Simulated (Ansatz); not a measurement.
H$_{5}$NO$_{3}$Si···H$_{2}$O

The calculation's input:

```
crystal:
  periodic: [false, false, false]
  atoms:
    - {symbol: Si, position_ang: [0.021826, -0.896491, -0.115364]}
    - {symbol: O, position_ang: [-0.304124, 1.918133, 0.989389]}
    - {symbol: O, position_ang: [0.207840, -2.380650, -0.754807]}
    - {symbol: O, position_ang: [-1.549756, -0.687620, 0.276786]}
    - {symbol: O, position_ang: [1.034848, -0.743010, 1.156764]}
    - {symbol: H, position_ang: [0.004777, 1.727599, 0.080937]}
    - {symbol: N, position_ang: [0.439490, 0.331329, -1.261341]}
    - {symbol: H, position_ang: [-0.321618, 2.871025, 1.092048]}
    - {symbol: H, position_ang: [0.001322, -3.129202, -0.193197]}
    - {symbol: H, position_ang: [-1.722771, 0.148667, 0.722769]}
    - {symbol: H, position_ang: [0.927120, 0.087586, 1.632483]}
    - {symbol: H, position_ang: [-0.148287, 0.391775, -2.081398]}
    - {symbol: H, position_ang: [1.409334, 0.360859, -1.544869]}
basis:
  gaussian: {orbitals: def2-TZVPP}
hamiltonian: {xc: pbe0, dispersion: d4}
output: {orbitals: {seedname: orbitals}}
```

Launched as:

```sh
ansatz run in.yaml --threads 8 --pin off --events-out ev --progress --plain --max-ram 19148MiB
```

The product side of a reaction path; geometry: PBE0-D4/def2-TZVP.

Computed with RKS PBE0-D4/def2-TZVPP (Ansatz 0.2.0).

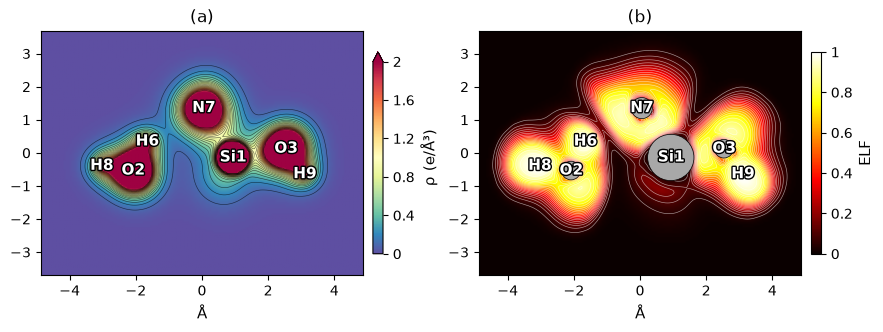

Figure 1. (a) electron density; (b) electron localisation function on the plane of atoms H6, O2 and H8. Grey discs cover the atomic cores in the ELF map.

> What does the map show?

Atoms in the plane: Si, O, H and N.
N7···H6 (1.99 Å): the density falls to about 0.2 e/Å³ on the way; the ELF dips to about 0.15 between them (a closed-shell contact with the geometry of a hydrogen bond).
Si–O (1.63 Å): ρ is about 1.2 e/Å³ halfway; the ELF peaks at about 0.85 between the atoms: a short, strongly polar bond.
Si–N (1.73 Å): ρ at the midpoint is about 1.1 e/Å³; the ELF peaks at about 0.95 between the atoms, as expected for a shared but strongly polarised pair.
O–H (0.96 Å): ρ at the midpoint is about 3.8 e/Å³; the ELF climbs to about 1 towards the hydrogen, as it does in any bond to H (an ordinary covalent bond to hydrogen).
The ELF also peaks beside O2 and O3, away from the bonds: lone-pair regions.

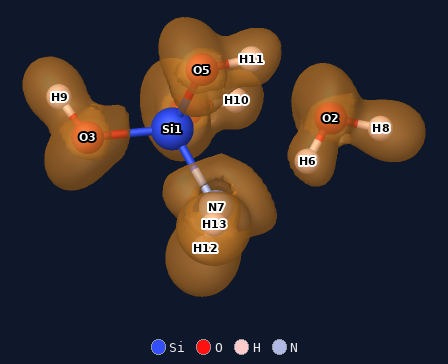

Figure 2. Isosurface of the ELF at 0.75 (orange), seen at a tilt. Only the valence region is drawn (cores and ρ < 0.01 e/Å³ removed).

> Where are the electrons localised?

The ELF exceeds this value in one joined region spread over several atoms (H, N), in which their bonds and any lone pairs are merged and four joined regions spread over several atoms (H, O), in which their bonds and any lone pairs are merged.

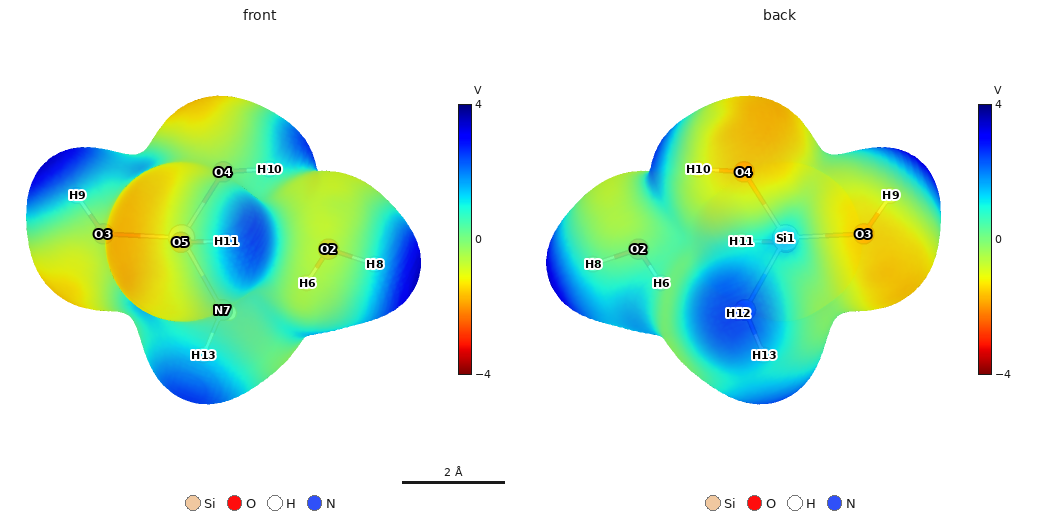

Figure 3. The electrostatic potential painted on the density surface at 0.004 e/bohr³, seen from the front and from behind; red is negative and blue positive.

> Which sites attract a positive test charge, and which a negative one?

A positive charge is drawn to the negative regions and a negative charge to the positive ones. The most negative region (about −1.8 V, or −42 kcal/mol for a unit charge) lies over O4 and O5, the most positive (about +3.4 V, or +78 kcal/mol for a unit charge) over H8 and H9.
